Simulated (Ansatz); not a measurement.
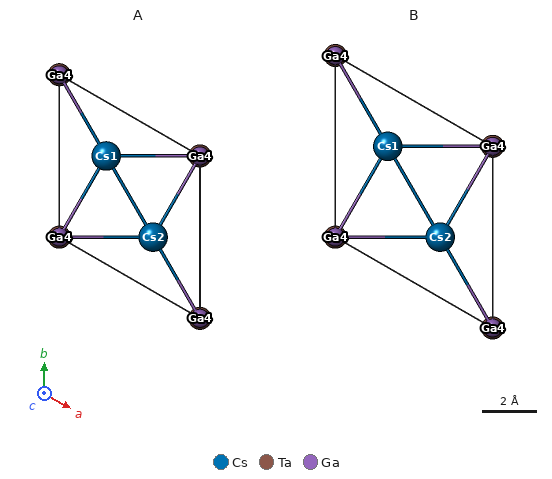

Two geometries of crystalline Cs2TaGa (a generated structure, set up in P6/mmm) (coarse preliminary run), drawn at one scale. One is the start of a relaxation, the other its converged end. A ball-and-stick model of the cell of the calculation, seen along the c axis.

Computed with DFT PBE, scalar-relativistic, plane waves, PAW in Ansatz 0.2.0. Settings: plane-wave cutoff 420 eV; k-point mesh 3 × 3 × 4; occupations gaussian; smearing width 0.1 eV; no spin polarisation; cell and atoms relaxed; force threshold 0.04 eV/Å; at most 70 steps.

Q: Which geometry has the lower energy?

A: Structure B is the relaxed one. No atom moves by more than 0.005 Å relative to the cell. Cell: a = b 6.066 → 6.785 Å (+11.8 %), c 4.758 → 5.047 Å (+6.1 %). Volume +32.7 %. Near-neighbour distances that change, for instance: Cs–Cs 3.502 → 3.917 Å, Cs–Ga 3.502 → 3.917 Å, Ga–Ta 2.379 → 2.523 Å. The space group stays P6/mmm (No. 191). The energy falls by 0.883 eV per cell of the calculation in 3 accepted moves (4 points after the start). All forces vanish by symmetry, so only the cell relaxes. The pressure goes from 7.27 to 0.26 GPa. The SCF was repeated once at an unchanged geometry on a basis and grid sized afresh for the cell, which shifted the energy by 12.3 meV per cell of the calculation at most.
